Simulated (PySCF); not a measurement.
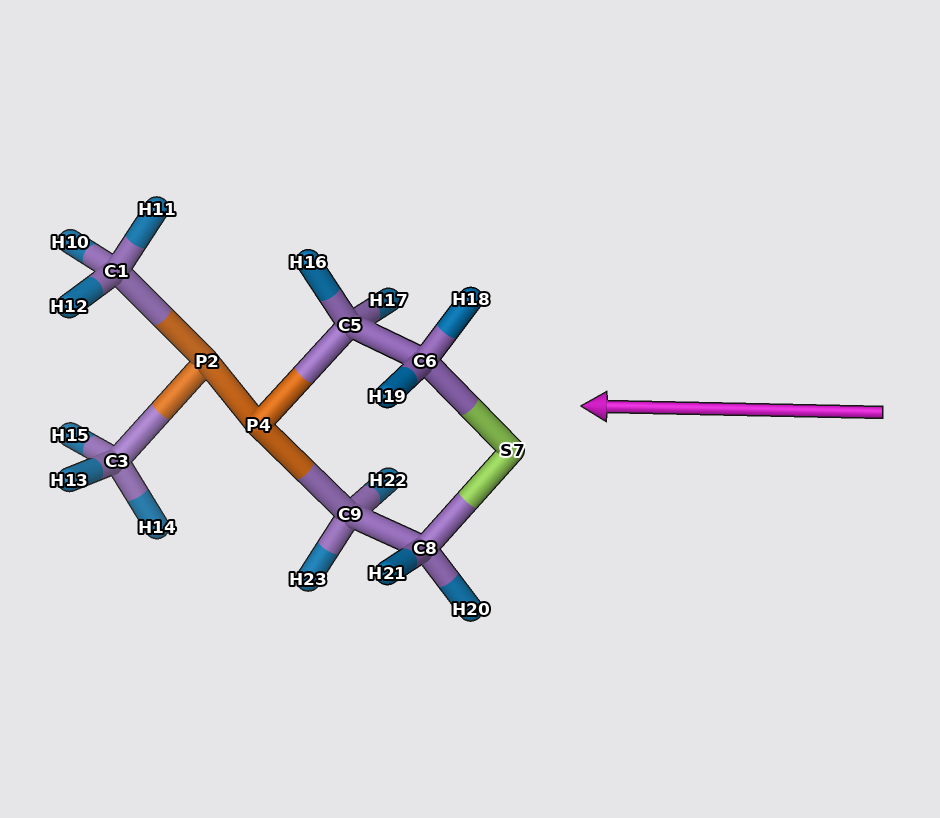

The arrow beside the molecule shows the direction of the dipole moment, from the negative to the positive end (its length means nothing). The geometry was computed by an optimisation with GFN2-xTB. No frequency run is at hand to confirm it as a minimum. Properties computed with PBE0/pcSseg-1, gas phase (PySCF 2.14.0).

How large is the dipole moment?

1.82 D; it points from the side of S7 to the side of H10, H12, H13, H15 (the outermost atoms at the two ends).

The geometry is semi-empirical. Around P such bond lengths and angles can be off by a tenth of an ångström or more and by several degrees, and values that hang on the shape move with them.
